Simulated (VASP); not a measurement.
Band structure of RbCl (rock salt). These are PBE GGA with D3 dispersion (Becke-Johnson damping), VASP's PBE PAW potentials (set 64) (plane waves; VASP) values and carry that method's errors.

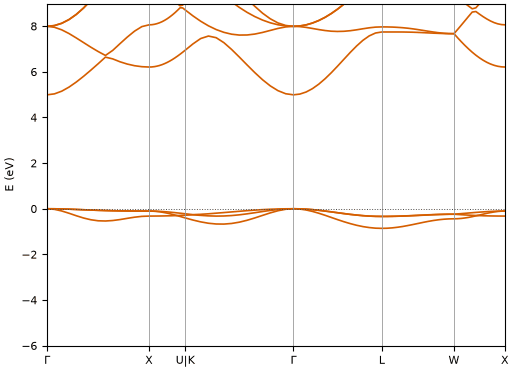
Figure: Bands along high-symmetry lines, zero at the valence-band maximum or, without a gap, the Fermi level

Question: Read the plot: is there a gap, and where are the band edges?

Answer: The gap is direct, 4.99 eV, from the valence maximum at Γ to the conduction minimum at Γ. (Edges off the drawn lines would not show.)

Measured: gap 8.50 eV (computed value off by -3.51 eV), as given by Aguado et al., (1998), arXiv:cond-mat/9809176.

The compound is RbCl in the rock salt structure. It was relaxed first.
